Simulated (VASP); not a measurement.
Energy against volume of Al (fcc). Calculation: optB86b-vdW, VASP's PBE PAW potentials (set 64) (plane waves; VASP 6.6.1).

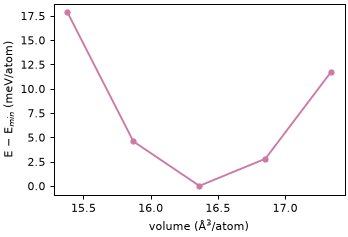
Energy against volume

Task: Estimate the equilibrium volume and the bulk modulus.

Result: The minimum lies near 16.4 Å³/atom, and the curvature gives B0 of about 79 GPa.

Measured: bulk modulus 80.8 GPa at 0 K (computed value off by -2.6 %), as given by H. Levämäki et al., Physical Review B (2014), arXiv:1402.3671 [corrected for temperature and zero-point phonon effects]; a 4.018 Å at 0 K (computed value off by +0.4 %), as given by Daniel Mejia-Rodriguez et al., Physical Review B (2018), arXiv:1807.09216 [static lattice: zero-point anharmonic expansion removed].

The compound is Al in the fcc structure. It was relaxed first.
